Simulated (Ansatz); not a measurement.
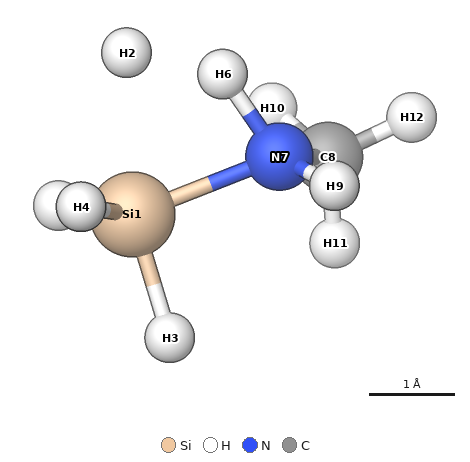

The structure (ball-and-stick view, seen at a tilt; atoms are numbered from 1 in the order of the input). Bond lengths as drawn: C–H 1.09 Å, C–N 1.46 Å, H–N 1.02 to 1.20 Å, H–Si 1.48 to 1.52 Å and N–Si 1.87 Å.

## Two runs on CH₉NSi

System: CH₉NSi.
Method of run 1: RKS B3LYP-D4/def2-TZVPP (Ansatz 0.2.0).

The geometry comes from this level: PBE0-D4/def2-TZVP. Text and figures count atoms from 1; the logs count them from 0 in places.

### The input, run 1
```yaml
crystal:
  periodic: [false, false, false]
  atoms:
    - {symbol: Si, position_ang: [-1.289728, 0.385894, -0.147366]}
    - {symbol: H, position_ang: [-0.354601, 1.670048, 0.910200]}
    - {symbol: H, position_ang: [-1.732605, -0.862817, -0.889313]}
    - {symbol: H, position_ang: [-2.391214, 0.592658, 0.820851]}
    - {symbol: H, position_ang: [-1.115594, 1.349313, -1.260367]}
    - {symbol: H, position_ang: [0.216679, 0.675174, 1.082147]}
    - {symbol: N, position_ang: [0.244874, -0.402165, 0.562140]}
    - {symbol: C, position_ang: [1.367350, -0.528837, -0.364405]}
    - {symbol: H, position_ang: [0.080558, -1.249578, 1.096991]}
    - {symbol: H, position_ang: [1.618633, 0.470504, -0.729521]}
    - {symbol: H, position_ang: [1.112972, -1.158875, -1.219573]}
    - {symbol: H, position_ang: [2.242575, -0.941519, 0.138116]}
basis:
  gaussian: {orbitals: def2-TZVPP}
hamiltonian: {xc: {name: B3LYP}, dispersion: d4}
```

Command:
```bash
ansatz run in.yaml --threads 4 --pin off --events-out ev --progress --plain --max-ram 9574MiB
```

Hardware: 4 threads of Arm Neoverse V1, 23 GiB of memory available, shared host.

### Output (run 1)
```
Functional definition: B3LYP
  parameter a0 = 0.2
  parameter ax = 0.72
  parameter ac = 0.81
  exchange = (1 - a0 - ax)*slater_x + ax*b88_x + a0*exact_x
  correlation = (1 - ac)*vwn_rpa_c + ac*lyp_c
1157 factors; their error is unknown
mean field evaluation 1: about -10544.4138 eV, gradient 5.7e1 eV
mean field evaluation 2: about -10535.7203 eV, gradient 8.3e1 eV
mean field evaluation 4: about -10551.2482 eV, gradient 4.4e0 eV
mean field evaluation 8: about -10551.2866 eV, gradient 3.9e-2 eV
mean field evaluation 16: about -10551.2871 eV, gradient 2.2e-5 eV
mean field -10551.28707113 eV, -387.7526479449 hartree, gradient 2.2e-5 eV, S^2 0.000000; 0 other end points of the search recorded, 0 dependent functions left out
reference -10551.28734535 eV, -387.7526580222 hartree; 18, 18 occupied and 212, 212 virtual orbitals, 1157 factors
Total energy: -10551.63366868 eV, -387.7653851700 hartree
```

The input of run 2 differs as follows (lines with − go, lines with + come):
```diff
-    - {symbol: Si, position_ang: [-1.289728, 0.385894, -0.147366]}
-    - {symbol: H, position_ang: [-0.354601, 1.670048, 0.910200]}
-    - {symbol: H, position_ang: [-1.732605, -0.862817, -0.889313]}
-    - {symbol: H, position_ang: [-2.391214, 0.592658, 0.820851]}
-    - {symbol: H, position_ang: [-1.115594, 1.349313, -1.260367]}
-    - {symbol: H, position_ang: [0.216679, 0.675174, 1.082147]}
-    - {symbol: N, position_ang: [0.244874, -0.402165, 0.562140]}
-    - {symbol: C, position_ang: [1.367350, -0.528837, -0.364405]}
-    - {symbol: H, position_ang: [0.080558, -1.249578, 1.096991]}
-    - {symbol: H, position_ang: [1.618633, 0.470504, -0.729521]}
-    - {symbol: H, position_ang: [1.112972, -1.158875, -1.219573]}
-    - {symbol: H, position_ang: [2.242575, -0.941519, 0.138116]}
+    - {symbol: Si, position_ang: [-1.524725, -0.179119, -0.528580]}
+    - {symbol: H, position_ang: [0.968721, 2.306071, 1.868919]}
+    - {symbol: H, position_ang: [-1.900345, -1.179473, -1.574832]}
+    - {symbol: H, position_ang: [-2.607858, -0.143892, 0.487534]}
+    - {symbol: H, position_ang: [-1.395988, 1.134016, -1.215589]}
+    - {symbol: H, position_ang: [0.628351, 1.712679, 1.564361]}
+    - {symbol: N, position_ang: [-0.055343, -0.505101, 0.299524]}
+    - {symbol: C, position_ang: [1.231540, -0.520907, -0.363380]}
+    - {symbol: H, position_ang: [-0.100280, -1.110162, 1.104120]}
+    - {symbol: H, position_ang: [1.257779, 0.261793, -1.126349]}
+    - {symbol: H, position_ang: [1.461215, -1.472822, -0.859796]}
+    - {symbol: H, position_ang: [2.036832, -0.303283, 0.343969]}
```

Predict how the results change.

With the same method and basis, run 2 lies 45.4 kcal/mol lower.

### Output (run 2)
```
Functional definition: B3LYP
  parameter a0 = 0.2
  parameter ax = 0.72
  parameter ac = 0.81
  exchange = (1 - a0 - ax)*slater_x + ax*b88_x + a0*exact_x
  correlation = (1 - ac)*vwn_rpa_c + ac*lyp_c
1157 factors; their error is unknown
mean field evaluation 1: about -10544.9016 eV, gradient 6.4e1 eV
mean field evaluation 2: about -10529.4736 eV, gradient 1.0e2 eV
mean field evaluation 4: about -10553.2396 eV, gradient 5.8e0 eV
mean field evaluation 8: about -10553.3065 eV, gradient 4.4e-2 eV
mean field evaluation 16: about -10553.3102 eV, gradient 4.2e-5 eV
mean field -10553.31017081 eV, -387.8269954869 hartree, gradient 4.2e-5 eV, S^2 0.000000; 0 other end points of the search recorded, 0 dependent functions left out
reference -10553.31046899 eV, -387.8270064447 hartree; 18, 18 occupied and 212, 212 virtual orbitals, 1157 factors
Total energy: -10553.60339638 eV, -387.8377713276 hartree
```

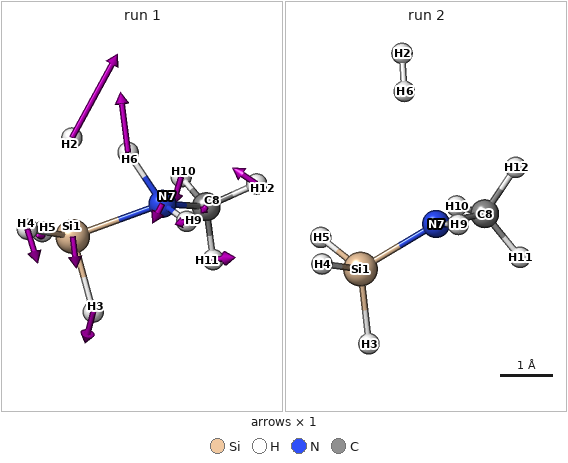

The two input geometries at one scale (ball-and-stick view, seen at a tilt). The pink arrows on the first give the shifts of the atoms after the best rigid fit, at true length. H2 moves most after the best rigid fit: 1.87 Å. By element the largest moves are H 1.87 Å, Si 0.64 Å, N 0.44 Å, C 0.18 Å. Among the contacts that change: H6–N7 1.197 → 2.643 Å, H2–H6 1.160 → 0.749 Å, Si1–N7 1.865 → 1.718 Å, Si1–H3 1.519 → 1.495 Å.

### The two runs side by side

| quantity | run 1 | run 2 |
| --- | --- | --- |
| outcome | converged | converged |
| total energy (hartree) | −387.765385 | −387.837771 |
| basis functions | 230 | 230 |
| wall time (shared host) | 1.7 s | 1.7 s |
